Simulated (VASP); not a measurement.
Band structure of Se (trig). Computed with PBEsol GGA, VASP's PBE PAW potentials (set 64) (plane waves; VASP).

Without a dispersion term in the relaxation, distances and binding between the weakly bound layers, chains or molecules are unreliable, and so is what depends on them.

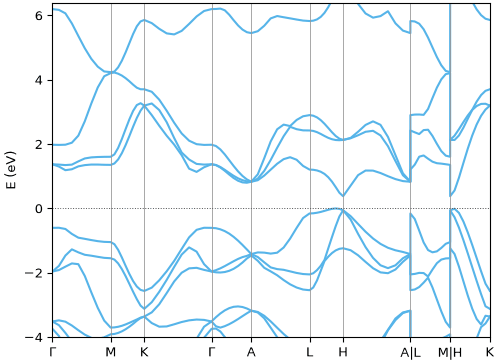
Bands along high-symmetry lines, zero at the valence-band maximum or, without a gap, the Fermi level

Read the plot: is there a gap, and where are the band edges?

The gap is indirect, 0.38 eV, from the valence maximum at L-H at 0.78 to the conduction minimum at H. (Edges off the drawn lines would not show.)

The compound is Se in the trig structure. It was relaxed first, which changed the volume by -11 %.
